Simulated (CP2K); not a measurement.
# GFN2-xTB run of CH4ClFOSn (SMILES O[C](F)(Cl)[SnH3])

Aim: the vertical electron affinity of CH4ClFOSn at GFN2-xTB, from 2 runs. 

The calculation is run with CP2K 2026.2.

2 further runs of the same task are left out: 2 set aside as unsound or not needed.

**1. The system as given**

The species is CH4ClFOSn (9 atoms), meant as a singlet with charge 0. As SMILES, `O[C](F)(Cl)[SnH3]`. Geometry: a GFN2-xTB relaxation, a rough one for these elements and not checked as a minimum. This is one conformer, not always the lowest.

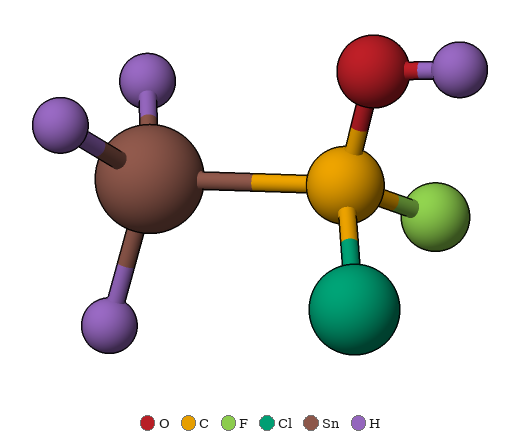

Viewed from a chosen angle; oxygen red, carbon amber, fluorine green, chlorine teal, tin brown, hydrogen purple.

**2. Energy and forces at GFN2-xTB**

Input file gas.inp:

```
&GLOBAL
    PROJECT_NAME gas
    RUN_TYPE ENERGY_FORCE
    PRINT_LEVEL MEDIUM
&END GLOBAL

&FORCE_EVAL
    METHOD QS
    &DFT
        CHARGE 0
        MULTIPLICITY 1
        &QS
            METHOD XTB
            EPS_DEFAULT 1.0E-10
            &XTB
                GFN_TYPE TBLITE
                &TBLITE
                    METHOD GFN2
                &END TBLITE
                CHECK_ATOMIC_CHARGES F
            &END XTB
        &END QS
        &POISSON
            PERIODIC NONE
            POISSON_SOLVER ANALYTIC
        &END POISSON
        &SCF
            SCF_GUESS ATOMIC
            EPS_SCF 1.0E-06
            MAX_SCF 150
            ADDED_MOS 4
            &DIAGONALIZATION
                ALGORITHM STANDARD
            &END DIAGONALIZATION
            &MIXING
                METHOD DIRECT_P_MIXING
                ALPHA 0.4
            &END MIXING
            &SMEAR ON
                METHOD FERMI_DIRAC
                ELECTRONIC_TEMPERATURE [K] 300
            &END SMEAR
        &END SCF
        &PRINT
            &MOMENTS
                PERIODIC F
                REFERENCE COM
                MAX_MOMENT 1
            &END MOMENTS
            &MO ON
                ENERGIES T
                OCCUPATION_NUMBERS T
                NDIGITS 6
                &EACH
                    QS_SCF 0
                &END EACH
                ADD_LAST NUMERIC
            &END MO
            &HIRSHFELD OFF
            &END HIRSHFELD
        &END PRINT
    &END DFT
    &SUBSYS
        &CELL
            ABC [angstrom] 12.7 14.3 14.6
            PERIODIC NONE
        &END CELL
        &COORD
            UNIT bohr
            O      1.7532123     2.6558022    -0.5012499
            C     -0.1990826     1.1303964    -1.0594372
            F     -2.3911650     2.5159625    -1.1111212
            Cl     0.0897809    -0.1431279    -4.2075130
            Sn    -0.2735001    -2.0302462     1.6795697
            H      1.8156111     4.0959058    -1.6309092
            H      2.6134345    -3.2333403     1.6298510
            H     -2.4012750    -4.1053544     0.6876713
            H     -1.0069784    -0.8859792     4.5131384
        &END COORD
        &TOPOLOGY
            &CENTER_COORDINATES
            &END CENTER_COORDINATES
        &END TOPOLOGY
    &END SUBSYS
    &PRINT
        &FORCES ON
        &END FORCES
    &END PRINT
&END FORCE_EVAL
```

The run is started by

```
$ OMP_NUM_THREADS=1 cp2k.psmp -i gas.inp -o gas.out
```

Log, shortened:

```text
CP2K| version string:                                       CP2K version 2026.2
[...]
 GLOBAL| Method name                                                        CP2K
[...]
 GLOBAL| Run type                                                   ENERGY_FORCE
[...]
                             - Atoms:                                          9
[...]
                             - Spherical basis functions:                     34
[...]
 Number of electrons:                                                         32
[...]
  *** SCF run converged in    17 steps ***
[...]
  Fermi energy:                                                -0.24067538055849
[...]
 TB_DIPOLE| Moment [Debye]          0.84382105      -1.40538832       2.59405966
 TB_DIPOLE| Derivative [a.u.]       0.00000000       0.00000000       0.00000000
[...]
 ENERGY| Total FORCE_EVAL ( QS ) energy [hartree]            -19.599905283508512
 FORCES| Atomic forces [hartree/bohr]
 FORCES|   Atom     x               y               z               |f|
 FORCES|      1 -3.62169139E-04 -3.18048158E-04 -1.68851997E-04   5.10717253E-04
 FORCES|      2  2.08297981E-04  3.37777281E-05  1.94128655E-04   2.86731440E-04
 FORCES|      3  7.85299863E-05 -5.54666054E-05 -8.74618897E-05   1.29973402E-04
 FORCES|      4  7.36053517E-05  6.02128571E-05  1.09543267E-04   1.45062274E-04
 FORCES|      5  7.15925928E-06  1.79197039E-04 -1.12121699E-04   2.11504395E-04
 FORCES|      6  2.48374222E-06  1.90111937E-04  1.18672566E-05   1.90498161E-04
 FORCES|      7 -1.41065462E-04 -5.00173749E-05  1.85720769E-05   1.50818183E-04
 FORCES|      8 -1.65389853E-05 -4.91103633E-05 -3.99658676E-05   6.54418550E-05
 FORCES|      9  1.49697266E-04  9.34294113E-06  7.42901971E-05   1.67378599E-04
 FORCES| Sum    -2.23074597E-17 -8.58484833E-17 -7.98108324E-17
 FORCES| Total atomic force                                       1.19320383E-16
[...]
```

Run time: 0.24 s. Hardware: 1 thread of Arm Neoverse V2, shared host.

**3. The doublet anion**

Input file qs.inp:

```
&GLOBAL
  PROJECT_NAME qs
  RUN_TYPE ENERGY_FORCE
  PRINT_LEVEL MEDIUM
&END GLOBAL
&FORCE_EVAL
  METHOD Quickstep
  &DFT
    CHARGE -1
    MULTIPLICITY 2
    UKS T
    &QS
      METHOD XTB
      EPS_DEFAULT 1.0E-10
      &XTB
        GFN_TYPE TBLITE
        &TBLITE
          METHOD GFN2
        &END TBLITE
        CHECK_ATOMIC_CHARGES F
      &END XTB
    &END QS
    &POISSON
      PERIODIC NONE
      POISSON_SOLVER ANALYTIC
    &END POISSON
    &SCF
      SCF_GUESS ATOMIC
      EPS_SCF 1.0E-06
      MAX_SCF 150
      ADDED_MOS 2
      &DIAGONALIZATION
        ALGORITHM STANDARD
      &END DIAGONALIZATION
      &MIXING
        METHOD DIRECT_P_MIXING
        ALPHA 0.4
      &END MIXING
      &SMEAR ON
        METHOD FERMI_DIRAC
        ELECTRONIC_TEMPERATURE [K] 300
      &END SMEAR
    &END SCF
    &PRINT
      &MOMENTS
        PERIODIC F
        REFERENCE COM
        MAX_MOMENT 1
      &END MOMENTS
      &MO ON
        ENERGIES T
        OCCUPATION_NUMBERS T
        NDIGITS 6
        &EACH
          QS_SCF 0
        &END EACH
        ADD_LAST NUMERIC
      &END MO
      &HIRSHFELD OFF
      &END HIRSHFELD
    &END PRINT
  &END DFT
  &SUBSYS
    &CELL
      ABC 12.7 14.3 14.6
      PERIODIC NONE
    &END CELL
    &COORD
      UNIT bohr
      O      1.7532123     2.6558022    -0.5012499
      C     -0.1990826     1.1303964    -1.0594372
      F     -2.3911650     2.5159625    -1.1111212
      Cl     0.0897809    -0.1431279    -4.2075130
      Sn    -0.2735001    -2.0302462     1.6795697
      H      1.8156111     4.0959058    -1.6309092
      H      2.6134345    -3.2333403     1.6298510
      H     -2.4012750    -4.1053544     0.6876713
      H     -1.0069784    -0.8859792     4.5131384
    &END COORD
    &TOPOLOGY
      &CENTER_COORDINATES
      &END CENTER_COORDINATES
    &END TOPOLOGY
  &END SUBSYS
  &PRINT
    &FORCES ON
    &END FORCES
  &END PRINT
&END FORCE_EVAL
```

The run is started by

```
$ OMP_NUM_THREADS=1 cp2k.psmp -i qs.inp > qs.out 2>&1
```

Log, shortened:

```text
CP2K| version string:                                       CP2K version 2026.2
[...]
 GLOBAL| Method name                                                        CP2K
[...]
 GLOBAL| Run type                                                   ENERGY_FORCE
[...]
                             - Atoms:                                          9
[...]
                             - Spherical basis functions:                     34
[...]
 Number of electrons:                                                         17
[...]
  *** SCF run converged in    18 steps ***
[...]
  Fermi energy:                                                -0.01754434914819
[...]
 TB_DIPOLE| Moment [Debye]          0.60199162      -1.14983566       2.61488618
 TB_DIPOLE| Derivative [a.u.]       0.00000000       0.00000000       0.00000000
[...]
 ENERGY| Total FORCE_EVAL ( QS ) energy [hartree]            -19.715448781706595
 FORCES| Atomic forces [hartree/bohr]
 FORCES|   Atom     x               y               z               |f|
 FORCES|      1  1.27480172E-02  1.68602212E-02  1.72071207E-03   2.12070708E-02
 FORCES|      2  1.90554076E-03  3.22939571E-02 -1.35569669E-02   3.50759477E-02
 FORCES|      3 -1.51837487E-02  1.96365517E-02 -5.39929543E-04   2.48280469E-02
 FORCES|      4  6.29731010E-03 -8.90475638E-03 -5.46074702E-02   5.56859641E-02
 FORCES|      5 -3.38063216E-03  1.14947411E-02 -3.04044585E-03   1.23613130E-02
 FORCES|      6 -1.12663542E-03  8.98906857E-04  2.66495159E-04   1.46572869E-03
 FORCES|      7  3.77777333E-02 -3.07886388E-02  8.55988174E-03   4.94809963E-02
 FORCES|      8 -2.72701164E-02 -4.60488053E-02 -2.63300828E-03   5.35825014E-02
 FORCES|      9 -1.17674687E-02  4.55782249E-03  6.38307318E-02   6.50661924E-02
 FORCES| Sum    -5.03069808E-17  1.50920942E-16  4.16333634E-17
 FORCES| Total atomic force                                       1.64442270E-16
[...]
```

It took 0.26 s on 1 thread of Arm Neoverse V2, shared host.

**4. Outcome**

Level: GFN2-xTB.

```
                                                    quantity         value
                             singlet CH4ClFOSn: total energy  -19.59991 Eh
singlet CH4ClFOSn: dipole moment (from atomic charges alone)        3.07 D
                              singlet CH4ClFOSn: HOMO energy     -11.43 eV
                              singlet CH4ClFOSn: LUMO energy      -5.67 eV
                            singlet CH4ClFOSn: HOMO–LUMO gap       5.75 eV
                 singlet CH4ClFOSn: largest force on an atom    0.026 eV/Å
                                 doublet anion: total energy  -19.71545 Eh
           doublet anion: HOMO energy (highest over α and β)      -0.67 eV
            doublet anion: LUMO energy (lowest over α and β)      -0.29 eV
                     doublet anion: largest force on an atom    3.346 eV/Å
           vertical electron affinity (to the doublet anion)      3.144 eV
```

At fixed nuclei the extra electron is bound by 3.14 eV (73 kcal/mol). A minimal valence basis can't be trusted even for the sign of an electron affinity. No empirical shift is applied, and without it xTB methods put this difference several eV too high. The dipole (singlet CH4ClFOSn) comes from point charges on the atoms alone, without atomic dipoles, so it is partial.
